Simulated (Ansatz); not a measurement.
**HfC: response to strain**

HfC is deformed so: equal xy, yz and zx engineering shear strains of +1 %. What stress and forces result, by LAPW, PAW and all-electron datasets made for the crystal?

Method: DFT LDA, scalar-relativistic, in Ansatz 0.2.0.

### 1 Starting point

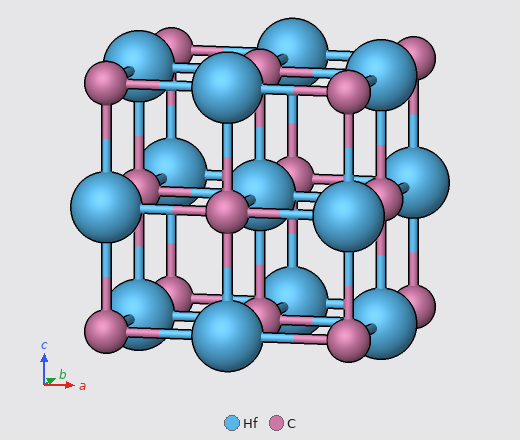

Start, viewed slightly off an axis; hafnium blue, carbon pink. Atoms on the faces are drawn again on the opposite ones. The cell drawn here is the conventional one.

As a file:

```cif
data_structure
_symmetry_space_group_name_H-M 'P 1'
_symmetry_Int_Tables_number 1
_cell_length_a 3.2880
_cell_length_b 3.2880
_cell_length_c 3.2880
_cell_angle_alpha 60.000
_cell_angle_beta 60.000
_cell_angle_gamma 60.000
_cell_volume 25.14
loop_
_atom_site_label
_atom_site_type_symbol
_atom_site_fract_x
_atom_site_fract_y
_atom_site_fract_z
_atom_site_occupancy
Hf1 Hf 0.50000 0.50000 0.50000 1
C1 C 0.00000 0.00000 0.00000 1
```

Atoms are numbered in the order of the input: Hf1, C2.

### 2 After the deformation

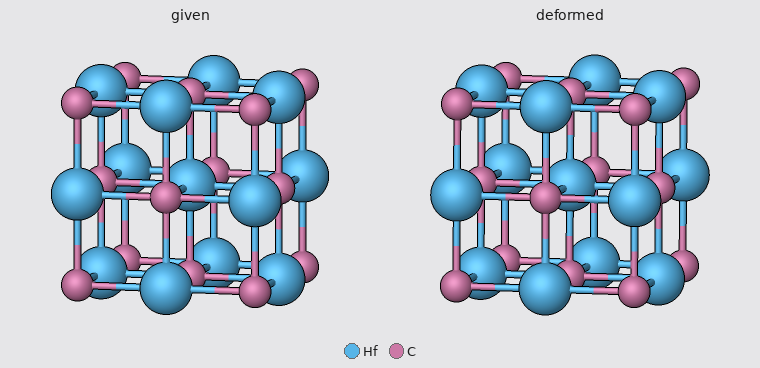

Given and deformed, at one scale.

Space group Fm-3m before, R-3m after.

### 3 All-electron LAPW

Input file input.yaml:

```yaml
crystal:
  lattice:
    - [0.02325, 2.336625, 2.336625]
    - [2.336625, 0.02325, 2.336625]
    - [2.336625, 2.336625, 0.02325]
  atoms:
    - { symbol: Hf, position: [0.5, 0.5, 0.5] }
    - { symbol: C, position: [0.0, 0.0, 0.0] }
kpoints:
  mp_grid: { grid: [12, 12, 12] }
  band_path:
    path:
      - [0.0, 0.0, 0.0]
      - [0.5, 0.5, 0.5]
      - [0.247543133, 0.5, 0.752456867]
      - [-0.247543133, 0.247543133, 0.5]
      - [0.0, 0.0, 0.5]
      - [0.0, 0.0, 0.0]
      - [-0.3737715665, 0.0, 0.3737715665]
      - [0.0, 0.3737715665, 0.6262284335]
      - [0.0, 0.5, 0.5]
    npoints: 5
scf:
  occupations: { method: fermi_dirac, width: 0.05 }
hamiltonian:
  xc: lda
  pseudopotentials: { kind: all_electron, lapw: { basis_error: 0.00025 } }
output:
  forces: true
  stress: true
  eigenvalues: true
```

Command:

```console
ansatz run input.yaml --threads 1 --pin off --max-ram 3072MiB --backend cpu --events-out ev --progress --plain --runs-dir out
```

What it wrote (excerpt; [...] marks lines left out):

```text
LAPW: plane waves up to 9.636 Å⁻¹, error target 2.5e-4 eV per atom; small_component_spin mean_spin; C in spheres of 0.963 Å, 6 of its electrons in bands, Dirac shells []; Hf in spheres of 1.362 Å, 42 of its electrons in bands, Dirac shells []
[...]
Pseudopotentials: kind: all_electron
Pseudopotential: Hf, LAPW, valence charge 42, Koelling and Harmon's equation, gaussian nucleus
Pseudopotential: C, LAPW, valence charge 6, Koelling and Harmon's equation, gaussian nucleus
Functional definition: SPW92
[...]
Crystal: 2 atoms, lattice volume = 25.134 Å³
Basis set: ecut = 353.75344045171096 eV, 357 PW (Γ), exchange–correlation at level 2
Bands: 29, of which v1, the nominal top of the filled ones, is band 24 counted from 1 (23 counted from 0)
Symmetry: 12 space group operations
Space group: R-3m (ITA 166), of the structure as read, at distance tolerance 2.9e-5 Å
k-points: 189 of 1728
[...]
SCF iter   1: F=—  HF=-411038.873069 eV  |F-HF|=—  |Δ(HF+E_count)|=         —  Δρ=1.29e-1  dr2=5.91e0  ethr=1.23e-2  ⟨swp⟩=2.0  Hψ=32735  notcnv=0
[...]
the basis was enlarged: its passes take 379.8 KiB over the memory plan, 1 of 1 planned eigensolver slots
[...]
SCF iter  10: F=-411036.848991 eV  HF=-411036.848991 eV  |F-HF|=6.55e-8  |Δ(HF+E_count)|=   1.30e-7  Δρ=1.50e-5  dr2=6.67e-8  ethr=1.43e-9  ⟨swp⟩=2.2  Hψ=16636  notcnv=0
[...]
NSCF: frozen V_eff on 41 k-points
SCF converged after 10 iterations
Free energy (F): -411036.848991 eV
[...]
E sigma→0 (E₀):  -411036.847768 eV
Entropy (-TS):   -0.002445 eV (-1.222 meV/atom)
Fermi energy:    20.165278 eV
[...]
--- Forces (eV/Å), atoms counted from 1 ---
  atom   1  Hf    -0.00000000    -0.00000000     0.00000000
  atom   2  C      0.00000000     0.00000000     0.00000000
[...]
--- Stress (GPa, compression-positive) ---
      -11.760096      -1.753774      -1.753774
       -1.753774     -11.760096      -1.753774
       -1.753774      -1.753774     -11.760096
  P = ⅓ Tr σ = -11.7601 GPa (-117.601 kbar)
--- Band table (eV; the first three rows and the last of 189) ---
[...]
```

Wall time 44 s (1 thread of Intel Xeon Platinum 8488C (Sapphire Rapids), shared host); peak memory 0.79 GiB.

This run gives: pressure -11.76 GPa; no gap.

### 4 Frozen-core PAW

Input file input.yaml:

```yaml
crystal:
  lattice:
    - [0.02325, 2.336625, 2.336625]
    - [2.336625, 0.02325, 2.336625]
    - [2.336625, 2.336625, 0.02325]
  atoms:
    - { symbol: Hf, position: [0.5, 0.5, 0.5] }
    - { symbol: C, position: [0.0, 0.0, 0.0] }
kpoints:
  mp_grid: { grid: [12, 12, 12] }
scf:
  occupations: { method: fermi_dirac, width: 0.05 }
hamiltonian:
  xc: lda
  pseudopotentials: { kind: paw }
output:
  forces: true
  stress: true
  eigenvalues: true
  efg: { contact_densities: true }
```

Command:

```console
ansatz run input.yaml --threads 1 --pin off --max-ram 3072MiB --backend cpu --events-out ev --progress --plain --runs-dir out
```

What it wrote (excerpt; [...] marks lines left out):

```text
Hf: output.efg is read without spin–orbit coupling, which moves field gradients at and beside such atoms by some per cent and up to a factor of two; PAW files take it under magnetization.noncollinear and magnetization.spin_orbit
[...]
Pseudopotentials: kind: paw
Pseudopotential: Hf, paw, valence charge 26, recommended cutoff 420 eV (normal)
Pseudopotential: C, paw, valence charge 4, recommended cutoff 420 eV (normal)
[... 1 set-up line as earlier in the session ...]
[...]
Crystal: 2 atoms, lattice volume = 25.134 Å³
Basis set: ecut = 420 eV, 531 PW (Γ)
Bands: 19, of which v1, the nominal top of the filled ones, is band 15 counted from 1 (14 counted from 0)
[... 2 set-up lines as earlier in the session ...]
k-points: 189 of 1728
[...]
  atom   1  Hf    -0.00000000    -0.00000000    -0.00000000
  atom   2  C      0.00000000     0.00000000    -0.00000000
[...]
--- Stress (GPa, compression-positive) ---
      -11.840567      -1.754843      -1.754843
       -1.754843     -11.840567      -1.754843
       -1.754843      -1.754843     -11.840567
  P = ⅓ Tr σ = -11.8406 GPa (-118.406 kbar)
--- PAW observables at the nuclei: V_zz in 10²¹ V/m², potentials from the cell's mean, atoms counted from 1 ---
  atom   1  Hf V_zz =    -0.146664   η = 0.0000   by run symmetry: allowed
            electrostatic potential = -14184.824797 V   contact ρ = 7500164.712729 e/Å³
  atom   2  C  V_zz =    -0.007202   η = 0.0000   by run symmetry: allowed
            electrostatic potential = -427.387542 V   contact ρ = 852.693440 e/Å³
--- Band table (eV; the first three rows and the last of 189) ---
  k-point 0: bands = ["-41.3196", "-9.7862", "-9.7731", "-9.7731", "7.5938", "8.6602", "8.6689", "8.6719", "8.6719", "8.7510", "8.7510", "8.7510", "20.7828", "20.8831", "20.8831", "20.9125", "21.1243", "21.1243", "23.0782"]
[...]
```

It took 5.6 s on 1 thread of Intel Xeon Platinum 8488C (Sapphire Rapids), shared host; peak memory 0.46 GiB.

Result: pressure -11.84 GPa; no gap; Vzz Hf1 -0.15 (η = 0.00), C2 -0.01 (η = 0.00) (10²¹ V/m²).

### 5 All-electron PAW on datasets made for the crystal

Changes to input.yaml since step 4:

```diff
@@ -14,3 +14,3 @@
   xc: lda
-  pseudopotentials: { kind: paw }
+  pseudopotentials: { kind: all_electron, datasets: crystal }
 output:
```

Command:

```console
ansatz run input.yaml --threads 1 --pin off --max-ram 3072MiB --backend cpu --events-out ev --progress --plain --runs-dir out
```

What it wrote (excerpt; [...] marks lines left out):

```text
[...]
Hf: output.efg is read without spin–orbit coupling, which moves field gradients at and beside such atoms by some per cent and up to a factor of two; PAW files take it under magnetization.noncollinear and magnetization.spin_orbit
[...]
[... 1 set-up line as earlier in the session ...]
Pseudopotential: Hf, paw, valence charge 26, recommended cutoff 400 eV (normal), Koelling and Harmon's equation, gaussian nucleus
Pseudopotential: C, paw, valence charge 4, recommended cutoff 400 eV (normal), Koelling and Harmon's equation, gaussian nucleus
[... 1 set-up line as earlier in the session ...]
[...]
Crystal: 2 atoms, lattice volume = 25.134 Å³
Basis set: ecut = 400 eV, 459 PW (Γ)
Bands: 19, of which v1, the nominal top of the filled ones, is band 15 counted from 1 (14 counted from 0)
[... 2 set-up lines as earlier in the session ...]
[...]
  atom   1  Hf     0.00000000     0.00000000     0.00000000
  atom   2  C      0.00000000     0.00000000    -0.00000000
[...]
--- Stress (GPa, compression-positive) ---
      -11.761765      -1.753829      -1.753829
       -1.753829     -11.761765      -1.753829
       -1.753829      -1.753829     -11.761765
  P = ⅓ Tr σ = -11.7618 GPa (-117.618 kbar)
--- PAW observables at the nuclei: V_zz in 10²¹ V/m², potentials from the cell's mean, atoms counted from 1 ---
  atom   1  Hf V_zz =    -0.127729   η = 0.0000   by run symmetry: allowed
            electrostatic potential = -14178.909666 V   contact ρ = 7496512.354016 e/Å³
  atom   2  C  V_zz =    -0.009872   η = 0.0000   by run symmetry: allowed
            electrostatic potential = -425.360334 V   contact ρ = 852.841656 e/Å³
--- Band table (eV; the first three rows and the last of 189) ---
  k-point 0: bands = ["-40.9573", "-9.4255", "-9.4123", "-9.4123", "7.9508", "9.0237", "9.0311", "9.0340", "9.0340", "9.1137", "9.1137", "9.1139", "21.1440", "21.2443", "21.2443", "21.2670", "21.4789"]
[...]
```

It took 21 s on 1 thread of Intel Xeon Platinum 8488C (Sapphire Rapids), shared host; peak memory 0.73 GiB.

Read from it: pressure -11.76 GPa; no gap; Vzz Hf1 -0.13 (η = 0.00), C2 -0.01 (η = 0.00) (10²¹ V/m²).

### 6 Side by side

Stress (GPa, compression positive):

| method | xx | yy | zz | yz | xz | xy |
| --- | --- | --- | --- | --- | --- | --- |
| LAPW | -11.76 | -11.76 | -11.76 | -1.75 | -1.75 | -1.75 |
| PAW | -11.84 | -11.84 | -11.84 | -1.75 | -1.75 | -1.75 |
| crystal datasets | -11.76 | -11.76 | -11.76 | -1.75 | -1.75 | -1.75 |

```
          method  pressure (GPa)  Vzz Hf1 (10²¹ V/m²)  Vzz C2 (10²¹ V/m²)  SCF cycles, all passes
            LAPW          -11.76                    –                   –                      10
             PAW          -11.84                -0.15               -0.01                       8
crystal datasets          -11.76                -0.13               -0.01                      10
```

### 7 What came out

| quantity | value |
| --- | --- |
| pressure | LAPW -11.76, PAW -11.84, crystal datasets -11.76 GPa |
| largest shear or deviatoric stress (LAPW) | 1.75 GPa |

In words: The largest part of the stress beyond the pressure is 1.75 GPa in size; the atoms are carried along and not relaxed. No run of the undeformed cell stands beside it, so the pressure holds what the given cell had before the change. PAW: stress within 0.08 GPa of LAPW. Crystal datasets: stress within 0.01 GPa of LAPW. Spin-orbit coupling is left out, though the cell holds Hf; in elements this heavy it can shift bands and gaps by tenths of an eV.
